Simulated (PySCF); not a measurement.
## C$_{2}$H$_{7}$FOSi$_{2}$: NMR shielding calculation

The run: NMR shielding calculation of C$_{2}$H$_{7}$FOSi$_{2}$. Method and program: GIAO KT2/pcSseg-1 NMR shielding, non-relativistic, gas phase (PySCF 2.14.0).

The geometry comes from this level: PBE0-D3(BJ)/def2-SVP. Figures and captions count atoms from 1; the log counts them from 0 in places.

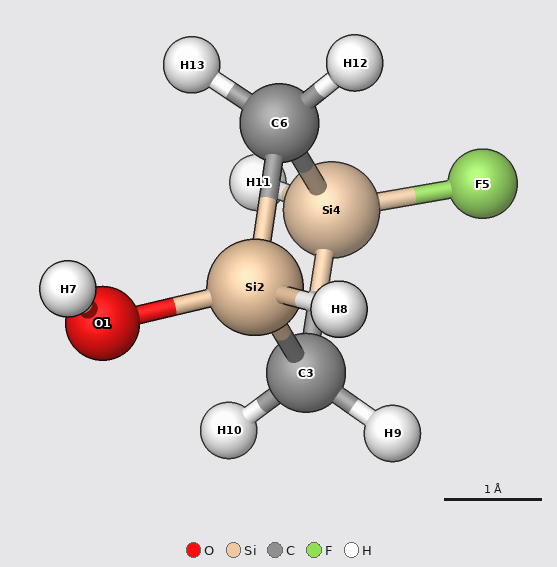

**Figure 1.** The input geometry (ball-and-stick view, seen at a tilt; atoms are numbered from 1 in the order of the input). Bond lengths as drawn: C–H 1.10 Å, C–Si 1.89 to 1.90 Å, F–Si 1.63 Å, H–O 0.96 Å, H–Si 1.49 to 1.50 Å and O–Si 1.67 Å.

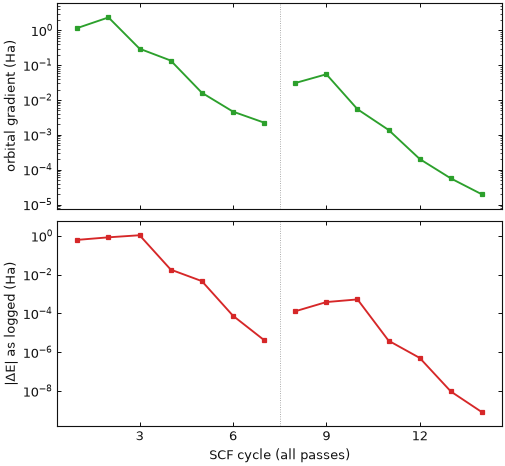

**Figure 2.** Convergence of the self-consistent field: orbital gradient and size of the energy change against the SCF cycle. The dotted line marks the change from a coarse to the final integration grid. The first 7 cycles use a coarse grid, the final grid takes over at cycle 8, and the field converges after 14 cycles in all.

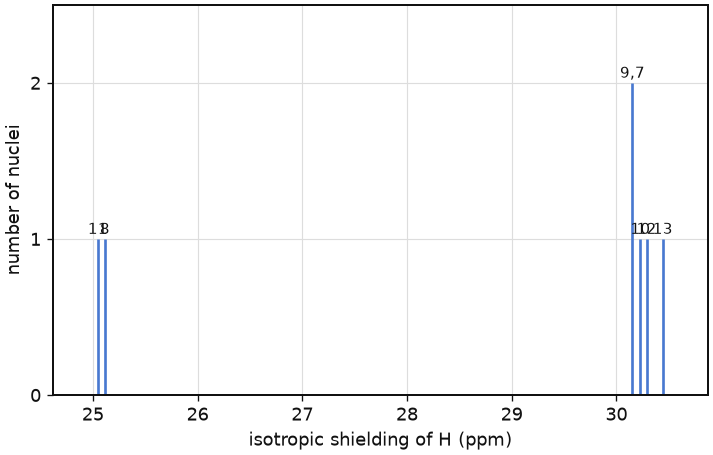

**Figure 3.** Isotropic shieldings of the hydrogen nuclei in this fixed geometry, labelled by atom number; shielding grows to the right, so chemical shift grows to the left. The least shielded is H11 (25.0 ppm), the most shielded H13 (30.4 ppm).

These pictures come from the run below.

Input:
```
{"job": {"kind": "nmr", "xc": "KT2", "basis": "pcSseg-1", "pop": false}, "charge": 0, "multiplicity": 1}
O      1.587891    -1.548228    -0.868309
Si     1.069033    -0.098200    -0.227561
C     -0.375124     0.568365    -1.248069
Si    -1.445287     0.420598     0.297989
F     -1.936115     1.879306     0.839858
C     -0.019017    -0.261455     1.325852
H      2.356006    -1.954834    -0.456865
H      2.219128     0.842355    -0.045410
H     -0.255327     1.588051    -1.645551
H     -0.666136    -0.095244    -2.078364
H     -2.664158    -0.429934     0.185645
H      0.269821     0.374469     2.177933
H     -0.159745    -1.290601     1.692502
```

The first line tells a small driver script what to run in PySCF; the rest is the geometry in Å.

Launch command:
```bash
OMP_NUM_THREADS=1 python <driver script> task.json out
```

What the program printed:
```
coarse grid: 11936 points
cycle   1  E = -842.9830395160  dE =  6.183e-01  |g| = 1.161e+00  |ddm| = 3.324e+00
cycle   2  E = -842.1459133329  dE =  8.371e-01  |g| = 2.338e+00  |ddm| = 3.926e+00
cycle   3  E = -843.2183266723  dE = -1.072e+00  |g| = 2.955e-01  |ddm| = 3.334e+00
cycle   4  E = -843.2363859235  dE = -1.806e-02  |g| = 1.353e-01  |ddm| = 4.444e-01
cycle   5  E = -843.2409942742  dE = -4.608e-03  |g| = 1.613e-02  |ddm| = 1.464e-01
cycle   6  E = -843.2410696638  dE = -7.539e-05  |g| = 4.638e-03  |ddm| = 2.707e-02
cycle   7  E = -843.2410738303  dE = -4.166e-06  |g| = 2.242e-03  |ddm| = 6.687e-03
final grid: 106688 points
cycle   8  E = -843.3665514685  dE = -1.284e-04  |g| = 3.068e-02  |ddm| = 3.837e-02
cycle   9  E = -843.3661681617  dE =  3.833e-04  |g| = 5.474e-02  |ddm| = 6.787e-02
cycle  10  E = -843.3666930378  dE = -5.249e-04  |g| = 5.430e-03  |ddm| = 4.951e-02
cycle  11  E = -843.3666969202  dE = -3.882e-06  |g| = 1.380e-03  |ddm| = 5.278e-03
cycle  12  E = -843.3666974217  dE = -5.015e-07  |g| = 2.025e-04  |ddm| = 1.486e-03
cycle  13  E = -843.3666974310  dE = -9.331e-09  |g| = 5.625e-05  |ddm| = 2.942e-04
cycle  14  E = -843.3666974318  dE = -7.969e-10  |g| = 1.958e-05  |ddm| = 6.880e-05
converged SCF energy = -843.3666974318

GIAO shielding tensors (ppm)
atom      isotropic    diamagn.    paramagn.     s11        s22        s33       span
  0 O      282.701     385.970    -103.270    264.492    280.612    302.998     38.505
  1 Si     351.492     882.949    -531.458    305.263    347.721    401.492     96.229
  2 C      171.238     262.204     -90.966    149.472    178.848    185.394     35.922
  3 Si     331.939     881.214    -549.275    285.178    319.410    391.230    106.052
  4 F      342.669     467.826    -125.157    316.627    351.409    359.971     43.345
  5 C      168.528     262.984     -94.456    148.537    174.000    183.048     34.511
  6 H       30.174      29.746       0.428     22.558     25.017     42.949     20.390
  7 H       25.115      29.190      -4.075     22.020     23.343     29.981      7.961
  8 H       30.132      30.587      -0.455     26.458     27.377     36.562     10.104
  9 H       30.229      30.920      -0.690     26.370     27.960     36.358      9.988
 10 H       25.048      28.379      -3.331     21.879     23.099     30.165      8.286
 11 H       30.288      31.224      -0.936     26.705     27.739     36.421      9.716
 12 H       30.443      31.568      -1.125     26.882     28.036     36.411      9.530
```

Summary:

- outcome: converged
- total energy: −843.366697 hartree
- HOMO: −6.68 eV
- LUMO: −1.00 eV
- dipole moment: 2.14 D
- isotropic shielding, O: 282.7 ppm
- isotropic shielding, Si: 331.9 to 351.5 ppm
- isotropic shielding, C: 168.5 to 171.2 ppm
- isotropic shielding, F: 342.7 ppm
- isotropic shielding, H: 25.0 to 30.4 ppm
- hardware: 1 CPU thread, shared host
- wall time: 16 s
- peak memory: 0.75 GiB
